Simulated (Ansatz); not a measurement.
## Electronic structure of Cl4OTa···HF (doublet) in real space

Input

```
crystal:
  periodic: [false, false, false]
  atoms:
    - { symbol: Ta, position_ang: [-0.218753, -0.013727, 0.04423] }
    - { symbol: Cl, position_ang: [2.120518, 0.102879, 0.814462] }
    - { symbol: Cl, position_ang: [-0.069755, -0.137033, 2.524565] }
    - { symbol: O, position_ang: [0.54342, -0.348818, -1.526288] }
    - { symbol: H, position_ang: [1.85779, -0.342322, -1.749983] }
    - { symbol: Cl, position_ang: [-1.265935, 1.988875, -0.269444] }
    - { symbol: Cl, position_ang: [-1.761469, -1.715924, -0.019099] }
    - { symbol: F, position_ang: [2.929885, -0.24393, -1.725543] }
magnetization:
  spin_polarized: true
  initial_magnetization: 1
basis:
  gaussian: { orbitals: def2-SVP }
hamiltonian:
  xc: pbe
relax:
  f_tol: 0.03
  max_steps: 50
output:
  orbitals: {}
```

Run with:

```sh
ansatz run input.yaml --threads 4 --pin off --max-ram 5120MiB --backend cpu --events-out ev --progress --plain --runs-dir out
```

The fields are those of the run's last geometry, not of the input's.

Core potentials replace the inner electrons of Ta.

Level of theory: UKS PBE/def2-SVP in Ansatz.

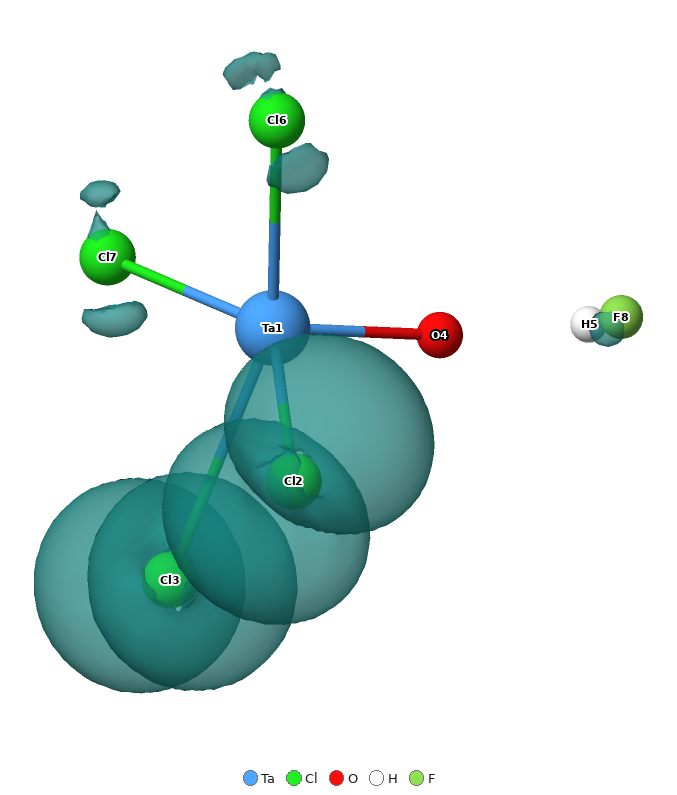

Figure 1. Isosurfaces of the spin density at +0.015 (teal) and −0.015 e/Å³ (pink), seen at a tilt.

> Which atoms carry the spin?

The unpaired spin (1 electron) lies mostly on Cl3 (about 0.5) and Cl2 (about 0.5), in electrons by Hirshfeld's partition. Only one sign reaches the isovalue.

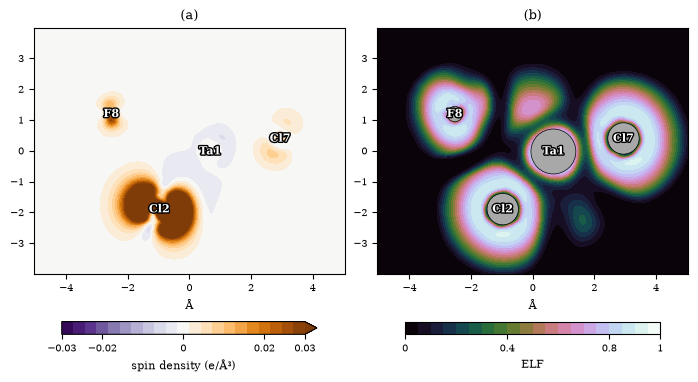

Figure 2. (a) spin density; (b) electron localisation function on the plane of atoms Cl2, Ta1 and Cl7. Grey discs cover the atomic cores in the ELF map.

> What do the fields say about this system?

The plane passes through Ta, Cl and F nuclei.
Ta–Cl (2.31 Å): the ELF peaks at about 0.85 in the valence shell of Cl, 0.8 Å from its nucleus, and is about 0.35 at the midpoint.
Ta–Cl (2.49 Å): the ELF peaks at about 0.85 in the valence shell of Cl, 0.8 Å from its nucleus, and is about 0.35 at the midpoint.
The ELF also peaks beside F8, away from the bonds: non-bonding electrons, paired or unpaired.

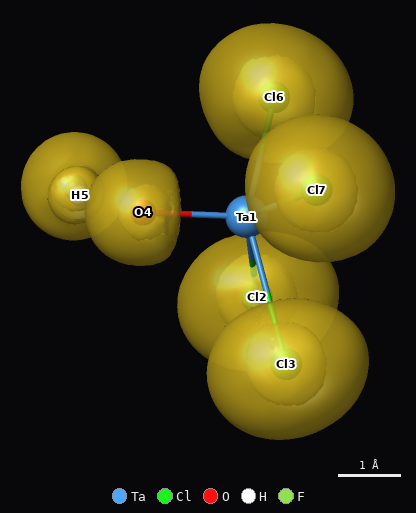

Figure 3. Isosurface of the ELF at 0.75 (yellow), seen at an oblique angle. Core shells and regions of very low density are left out.

> Identify the bonds, lone pairs and shells in this picture.

The ELF exceeds this value in four regions wrapped around Cl (the valence shell of each), one region wrapped around O (its valence shell) and one joined region spread over several atoms (F, H), in which their bonds and any lone pairs are merged. Along the contacts the grid gives the following. O4···H5 (1.78 Å): the ELF dips to about 0.10 between them; a closed-shell contact with the geometry of a hydrogen bond. Ta–O (1.73 Å): the ELF peaks at about 0.80 in the valence shell of O, 0.5 Å from its nucleus, and drops to about 0.35 between the two atoms.

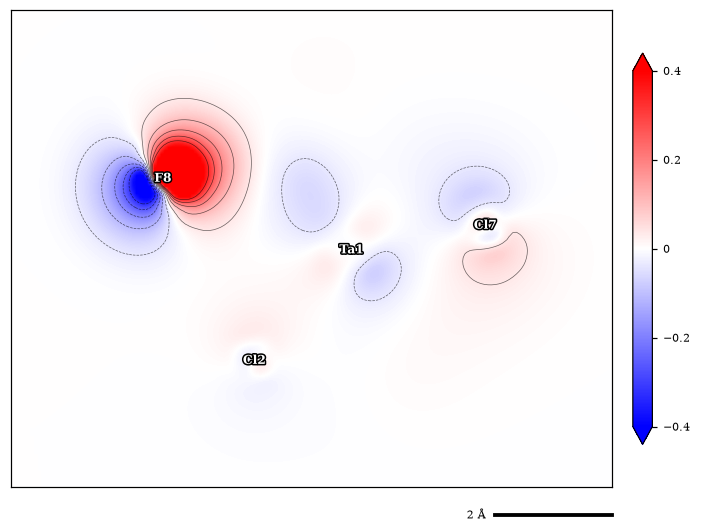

Figure 4. The HOMO−1 (β) on the plane of atoms Cl2, Ta1 and Cl7 (values in Å⁻³ᐟ²; the overall sign is arbitrary).

> What is the character of this orbital?

It lies mainly on F8 (about 90 %); largely a lone pair of F8. Its energy is −8.26 eV.
